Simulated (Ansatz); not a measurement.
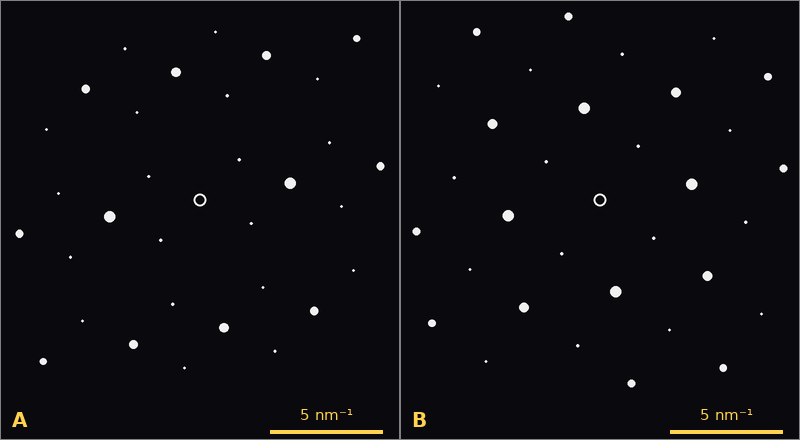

Kinematic electron diffraction patterns (200 kV, B = 0.5 Å², same scale, each along a low-index zone) of two structures of composition RePb, each relaxed at zero pressure with DFT PBE, scalar-relativistic, plane waves, PAW in Ansatz.

The structures (standard cells):
1. Pm-3m (No. 221), a = 3.373 Å, 2 atoms; generated start, possibly hypothetical
2. Fd-3m (No. 227), a = 6.840 Å, 16 atoms; generated start, possibly hypothetical

Q: Which pattern belongs to which structure, and along which zone?

A: A is structure 2 along [110] or an equivalent direction: centred rectangular net of -1 1 -1 (weak) at d = 3.95 Å and -1 1 1 (weak) at d = 3.95 Å, 70.5° apart (some points of this net are extinct or too weak to see). B is structure 1 along [001] or an equivalent direction: square net of 1 0 0 (weak) at d = 3.37 Å and 0 1 0 (weak) at d = 3.37 Å, 90.0° apart.

Q: Which structure lies lowest at this level of theory, and by how much?

A: Structure 2 (Fd-3m, 20.00 Å³ an atom) is the lowest of these; structure 1 (Pm-3m, 19.18 Å³ an atom) lies about 33 meV an atom higher. These are static energies at 0 K; other structures, not shown, may lie lower still.
